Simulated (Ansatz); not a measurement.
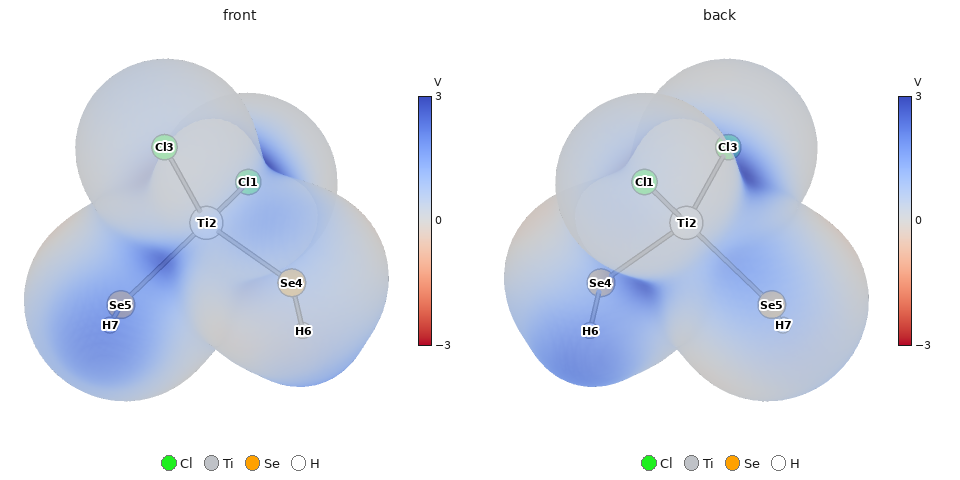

Figure 1: Cl$_{2}$H$_{2}$Se$_{2}$Ti (SMILES [Cl][Ti]([Cl])([SeH])[SeH]). The molecular electrostatic potential painted on the density surface at 0.004 e/bohr³, seen from the front and from behind; the colour scale runs from red (negative) to blue (positive).

Geometry: PBE0-D4/def2-TZVP.

All numbers below come from RKS PBE0-D4/def2-TZVPP in Ansatz.

Input

```
crystal:
  periodic: [false, false, false]
  atoms:
    - {symbol: Cl, position_ang: [-0.899359, -2.395076, -0.403764]}
    - {symbol: Ti, position_ang: [0.160243, -0.610394, 0.228786]}
    - {symbol: Cl, position_ang: [1.745567, -0.912976, 1.679017]}
    - {symbol: Se, position_ang: [-1.285675, 0.983379, 1.288865]}
    - {symbol: Se, position_ang: [0.967657, 0.331194, -1.824552]}
    - {symbol: H, position_ang: [-2.094548, 1.040082, 0.058064]}
    - {symbol: H, position_ang: [1.467315, 1.495890, -1.072117]}
basis:
  gaussian: {orbitals: def2-TZVPP}
hamiltonian: {xc: pbe0, dispersion: d4}
output: {orbitals: {seedname: orbitals}}
```

Command:

```sh
ansatz run in.yaml --threads 4 --pin off --events-out ev --progress --plain --max-ram 11315MiB
```

**Which sites attract a positive test charge, and which a negative one?**

A positive charge is drawn to the negative regions and a negative charge to the positive ones. The most negative region (about −0.2 V) lies over Se4 and Se5, the most positive (about +2.6 V) over Ti2.
